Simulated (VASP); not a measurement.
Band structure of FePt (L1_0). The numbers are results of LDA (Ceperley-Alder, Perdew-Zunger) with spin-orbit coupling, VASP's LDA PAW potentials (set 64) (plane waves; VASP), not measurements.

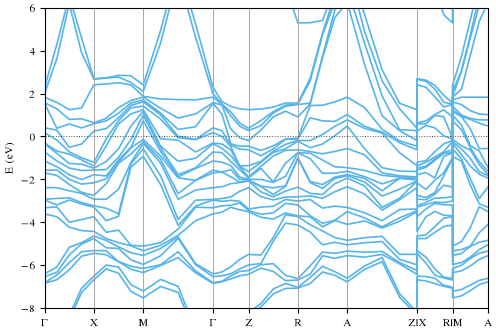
*Bands along high-symmetry lines, zero at the valence-band maximum or, without a gap, the Fermi level*

Read the plot: is there a gap, and where are the band edges?

It has no gap at this level: it comes out as a metal or semimetal.

The compound is FePt in the L1_0 structure. It was relaxed first, which changed the volume by -5 %.
